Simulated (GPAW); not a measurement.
# A GW chain in GPAW: Te3As2 (Kalgoorlieite), part 2 of 2

Wanted: ground state, empty states, screening and self-energy for Te3As2 (Kalgoorlieite).

GPAW 26.7.0; LDA and many-body steps on it, plane waves. Known limits of the many-body steps: not at the basis limit; no spin-orbit coupling; coarse k mesh.

So far. Step 3 (Bands along the symmetry lines): The gap is 0.376 eV, −0.038 eV from the run before at this level. Step 4 (Empty states on the mesh, 4×4×2 mesh, 472 bands): On this mesh the gap is 0.477 eV. The earlier step found 0.414 eV, so this mesh misses an edge.

## 5. Screening and self-energy, 4×4×2 mesh, 462 bands, screening to 80 eV

Now the one-shot GW correction: screening in the RPA, then the self-energy of the levels asked for.

This step: G0W0 on LDA, plane waves, PAW.

Input file run.py:

```python
import json
import numpy as np
from gpaw.mpi import world
from gpaw.response.g0w0 import G0W0

gw = G0W0('full.gpw',
    filename='gw',
    kpts=[0, 7, 13],
    bands=(26, 30),
    ecut=80,
    nbands=462,
    integrate_gamma='WS',
    ppa=True)
gw.calculate()
res = {mode: {k: v for k, v in r.items() if k != 'sigma_eskwn'}
       for mode, r in gw.all_results.items()}

if world.rank == 0:
    with open('result.json', 'w') as f:
        json.dump(res, f, default=lambda x: x.tolist())
```

Command:

```console
mpirun -n 8 gpaw python run.py
```

Numbers of over 12 decimals in the logs are rounded to 6 here.

What it wrote:

```text
Using integrator: PointIntegrator
FrequencyGridDescriptor(from 0.000+0.000j to 0.000+27.211j eV, 2 points)
Nonperiodic BCs:  [False False False]
Using integrator: PointIntegrator
FrequencyGridDescriptor(from 0.000+0.000j to 0.000+27.211j eV, 2 points)
Nonperiodic BCs:  [False False False]
  ___  _ _ _
 |   || | | |
 | | || | | |
 |__ ||_____|
 |___|

BZ k-points: Symmetries present (total): 4

  [... matrices ...]
32 k-points: 4 x 4 x 2 Monkhorst-Pack grid + [1/8,1/8,1/4]
14 k-points in the irreducible part of the Brillouin zone
       k-points in crystal coordinates                weights
   0:     0.00000000    0.00000000    0.00000000          1/32
   1:     0.00000000    0.00000000    0.50000000          1/32
   2:     0.25000000   -0.25000000    0.00000000          2/32
   3:     0.25000000   -0.25000000    0.50000000          2/32
   4:     0.25000000    0.00000000    0.00000000          4/32
   5:     0.25000000    0.00000000    0.50000000          4/32
   6:     0.25000000    0.25000000    0.00000000          2/32
   7:     0.25000000    0.25000000    0.50000000          2/32
   8:     0.50000000    0.00000000    0.00000000          2/32
   9:     0.50000000    0.00000000    0.50000000          2/32
          ...
  13:     0.50000000    0.50000000    0.50000000          1/32

Distributing spins, k-points and bands (1 x 3 x 4) over 8 processes
Number of blocks: 1

Quasi particle states:
k-points (IBZ indices): [0, 7, 13]
Band range: (26, 30)
  [... matrices ...]
Computational parameters:
Plane wave cut-off: 80 eV
Number of bands: 462
Coulomb cutoff: None
Broadening: 0.1 eV

fxc modes: GW
Kernel: RPA
Using Godby-Needs plasmon-pole approximation:
  Fitting energy: i*E0, E0 = 1.000 Hartree
Summing all q:

Calculating screened Coulomb potential
No Coulomb truncation
FrequencyGridDescriptor(from 0.000+0.000j to 0.000+27.211j eV, 2 points)
Removing empty qpoint cache files...

Calculating chi0 body with:
    Ground state adapter containing:
    Number of spins: 1
    Number of kpoints: 32
    Number of irreducible kpoints: 14
    Number of completely occupied states: 28
    Number of partially occupied states: 28
    Occupied states memory: 33.49609375 M / cpu

    Linear response parametrization:
    q_c: [0.0, 0.0, 0.0]
    Number of frequency points: 2
    Planewave cutoff: 80.0
    Number of bands: 462
    Number of planewaves: 459
    Broadening (eta): 1e-06
    comm.size: 8
    kncomm.size: 8
    blockcomm.size: 1

    Memory estimate of potentially large arrays:
        chi0_wGG: 6.429474 M / cpu
Integrating chi0 body.

Symmetries of q_c:
    Direct symmetries (Uq -> q): 4
    Indirect symmetries (TUq -> q): 0
In total 4 allowed symmetries.

  [... matrices ...]
14 groups of equivalent kpoints. 56.25% reduction.

Integral kind: response function
Integrating chi0 head and wings.

Symmetries of q_c:
    Direct symmetries (Uq -> q): 4
    Indirect symmetries (TUq -> q): 0
In total 4 allowed symmetries.

  [... matrices ...]
14 groups of equivalent kpoints. 56.25% reduction.

Integral kind: response function wings

Calculating chi0 body with:
    Ground state adapter containing:
    Number of spins: 1
    Number of kpoints: 32
    Number of irreducible kpoints: 14
    Number of completely occupied states: 28
    Number of partially occupied states: 28
    Occupied states memory: 33.49609375 M / cpu

    Linear response parametrization:
[... the further q-points ...]

Results:
f:      Occupation numbers
eps:     KS-eigenvalues [eV]
vxc:     KS vxc [eV]
exx:     Exact exchange [eV]
sigma:   Self-energies [eV]
dsigma:  Self-energy derivatives
Z:       Renormalization factors
qp:      QP-energies [eV]

k-point 0 (0): (0.000, 0.000, 0.000)                GW
band       f     eps     vxc     exx   sigma  dsigma       Z      qp
                                                                   GW
  26   1.000   5.217 -14.347 -15.050   0.904  -0.294   0.773   5.373
  27   1.000   5.228 -14.266 -14.698   0.650  -0.294   0.773   5.397
  28   0.000   6.697 -14.851 -11.343  -2.847  -0.289   0.776   7.209
  29   0.000   6.960 -15.074 -11.727  -2.721  -0.291   0.775   7.444

k-point 1 (7): (0.250, 0.250, 0.500)                GW
band       f     eps     vxc     exx   sigma  dsigma       Z      qp
                                                                   GW
  26   1.000   5.435 -14.568 -15.443   1.042  -0.296   0.772   5.563
  27   1.000   5.557 -14.813 -14.758   0.308  -0.288   0.776   5.839
  28   0.000   6.158 -14.126 -10.798  -2.748  -0.287   0.777   6.609
  29   0.000   6.351 -13.869 -10.614  -2.734  -0.288   0.777   6.756

k-point 2 (13): (0.500, 0.500, 0.500)                GW
band       f     eps     vxc     exx   sigma  dsigma       Z      qp
                                                                   GW
  26   1.000   5.400 -14.530 -15.434   1.068  -0.296   0.771   5.526
  27   1.000   5.504 -14.610 -14.628   0.341  -0.289   0.776   5.755
  28   0.000   6.033 -14.078 -10.827  -2.685  -0.288   0.776   6.474
  29   0.000   6.116 -13.766 -10.387  -2.833  -0.286   0.777   6.541
```

The job ended after 29 min (8 MPI ranks of Arm Neoverse V1, shared host; peak memory 8.4 GiB; 3.1 h of CPU time).

Numbers from this step:

```yaml
g0w0_gap_on_the_points_computed: 0.6351 eV
least_direct_g0w0_gap_on_the_computed_points: 0.7188 eV
z_at_the_valence_top: 0.7761
z_at_the_conduction_bottom: 0.7764
starting_gap_on_the_mesh: 0.4767 eV
k_of_the_valence_top: 0.25, 0.25, 0.5
k_of_the_conduction_bottom: 0.5, 0.5, 0.5
```

The gap on the mesh goes from 0.48 eV to 0.64 eV, a correction of +0.16 eV. The start differs from the 0.41 eV found before because the two sample other k points.

Limits: finite bands, cutoff and mesh; no spin-orbit coupling; coarse k mesh. v1 is the top filled band, c1 the lowest empty one. The levels before and after the correction (eV, zero at the valence-band top of each column):

|  | conduction bottom | valence top |
| --- | --- | --- |
| Kohn-Sham | 0.48 | 0.00 |
| G0W0 | 0.64 | 0.00 |

|  | level | energy (eV) |
| --- | --- | --- |
| Kohn-Sham | (0.25 0.25 0.5) v2 | -0.122 |
| Kohn-Sham | (0.25 0.25 0.5) v1 | 0.000 |
| Kohn-Sham | (0.25 0.25 0.5) c1 | 0.601 |
| Kohn-Sham | (0.25 0.25 0.5) c2 | 0.794 |
| Kohn-Sham | (0.5 0.5 0.5) v2 | -0.157 |
| Kohn-Sham | (0.5 0.5 0.5) v1 | -0.053 |
| Kohn-Sham | (0.5 0.5 0.5) c1 | 0.477 |
| Kohn-Sham | (0.5 0.5 0.5) c2 | 0.559 |
| G0W0 | (0.25 0.25 0.5) v2 | -0.276 |
| G0W0 | (0.25 0.25 0.5) v1 | 0.000 |
| G0W0 | (0.25 0.25 0.5) c1 | 0.770 |
| G0W0 | (0.25 0.25 0.5) c2 | 0.918 |
| G0W0 | (0.5 0.5 0.5) v2 | -0.313 |
| G0W0 | (0.5 0.5 0.5) v1 | -0.084 |
| G0W0 | (0.5 0.5 0.5) c1 | 0.635 |
| G0W0 | (0.5 0.5 0.5) c2 | 0.703 |

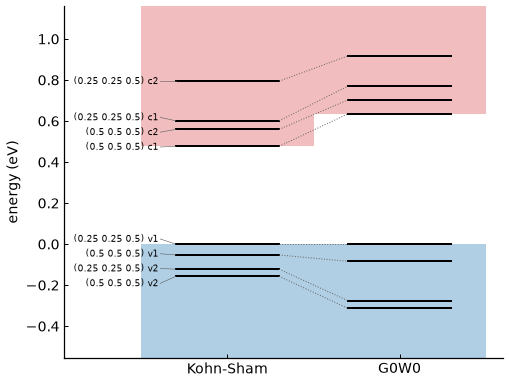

Levels before and after the correction. Shaded: valence and conduction bands.

## 6. Where the time went

Times are wall times on 8 MPI ranks of Arm Neoverse V1, shared host, good to a factor of about two.

| step | time | share | memory (GiB) |
| --- | --- | --- | --- |
| ground state | 3 min | 6 % | 2.4 |
| bands along the symmetry lines | 2.9 min | 6 % | 2.7 |
| empty states on the mesh | 12 min | 25 % | 24 |
| screening and self-energy | 29 min | 62 % | 8.4 |

## 7. Summary of results

```json
{
  "LDA gap": "0.38 eV, indirect (only 34 meV under the direct gap)",
  "G0W0 gap on the mesh": "0.64 eV",
  "G0W0 gap over the zone (rigid shift)": "0.53 eV",
  "GW settings": "4×4×2 mesh, 462 bands, screening to 80 eV, Godby-Needs plasmon pole",
  "known limits": "not at the basis limit; no spin-orbit coupling; coarse k mesh"
}
```

What this shows: G0W0 moves the gap on the mesh from 0.48 eV to 0.64 eV (+0.16 eV), with Z of 0.78 and 0.78 at the edges. The mesh misses the band edges by 0.10 eV in all; a rigid shift gives 0.53 eV for the zone. Only 3 of the mesh's irreducible points were corrected, so a valley elsewhere could overtake. The dearest step here is «screening and self-energy». Against experiment, by G0W0@LDA: the gap of 0.53 eV lies +0.07 eV from the measured 0.46 eV (kind not stated, quoted 2020). The calculation has static nuclei and no excitons; a measured gap holds zero-point and thermal motion, which mostly lowers it. With atoms this heavy the missing spin-orbit coupling can matter too. Bands and cutoff are finite, so the gap is not at the basis limit. The miss can reach some tenths of an eV and take either sign; the mesh is an error of its own. These stock PAW sets were not made for GW; the filled d or f shell of As and Te lies in the frozen core, which bears on start and correction. In the G0W0 run levels were corrected at 3 k points alone, so a gap called «on the mesh» is the least over those, and an edge elsewhere would be missed. A denser mesh or path gives a starting gap of 0.38 eV: the GW mesh misses a band edge, so its gaps are not the fundamental one. The 4×4×2 mesh is coarse for this cell, which bears on the long-range parts of exchange and screening.

[Paths, hosts, dates, memory and timing lines, banners, echoed tables and standing remarks are left out of the program output.]

[Logs are printed without paths, hosts, clocks, repeated set-up lines and the standing remarks that a program may print on its own settings, such as how far it seeks lower states.]

[Runs of the session that timed out or met a known fault of the program may be left out.]

[Hosts, paths, dates, database ids (printed as entryN), source tags and the programs' standing remarks are cut or masked in the printed files.]
